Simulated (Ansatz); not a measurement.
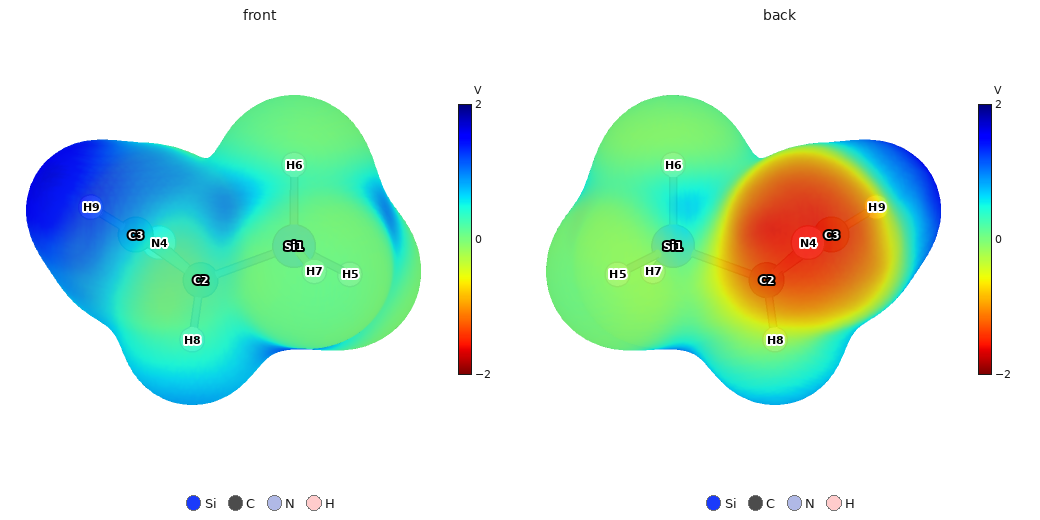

Figure. C2H5NSi (SMILES [SiH3]C1C=N1). The electrostatic potential painted on the density surface at 0.002 e/bohr³, seen from the front and from behind; the colour scale runs from red (negative) to blue (positive).

Level of theory: RKS PBE-D4/def2-SVP (Ansatz 0.2.0).

```xyz
9

Si   -0.5108    1.1789    0.1834
C     0.2163   -0.3960   -0.5698
C     0.7449   -1.5124    0.2176
N    -0.4235   -1.7882   -0.1704
H    -1.7910    1.5612   -0.5101
H    -0.7829    0.9470    1.6448
H     0.4640    2.3188    0.0344
H     0.5257   -0.3380   -1.6344
H     1.5573   -1.9715    0.8046
```

> Which sites attract a positive test charge, and which a negative one?

A positive charge is drawn to the negative regions and a negative charge to the positive ones. The most negative region (about −1.5 V) lies over N4, the most positive (about +1.6 V) over H9. N4 is the likeliest acceptor of a hydrogen bond.
